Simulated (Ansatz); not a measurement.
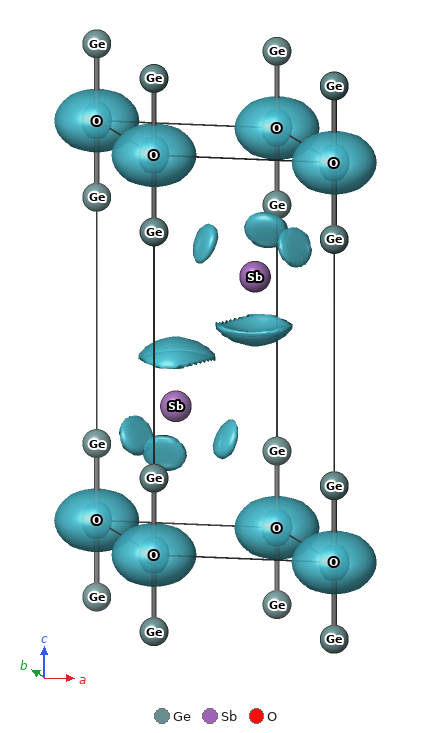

*Ge₂Sb₂O. Isosurface of the electron localisation function at 0.7 (cyan), seen slightly off an axis. Core shells and regions of very low density are left out. Sticks mark near contacts.*

Space group P-3m1; a generated structure, not necessarily the stable one.

The calculation used Ansatz, DFT PBE, scalar-relativistic, plane waves, PAW.

**Describe the localisation domains.**

The ELF exceeds this value in six regions between bonded Ge–Sb atoms (shared pairs), one region wrapped around O (its valence shell) and two pockets between the atoms, centred on no nucleus (multi-centre or interstitial), counted in one cell of 5 atoms. Any copies at cell faces, edges or corners count once.

Values along the shortest contacts:
Ge–O (1.78 Å): the ELF peaks at about 0.75 in the valence shell of O, 0.6 Å from its nucleus, and is about 0.45 at the midpoint. Ge–Sb (2.70 Å): the ELF peaks at about 0.75 between the atoms.
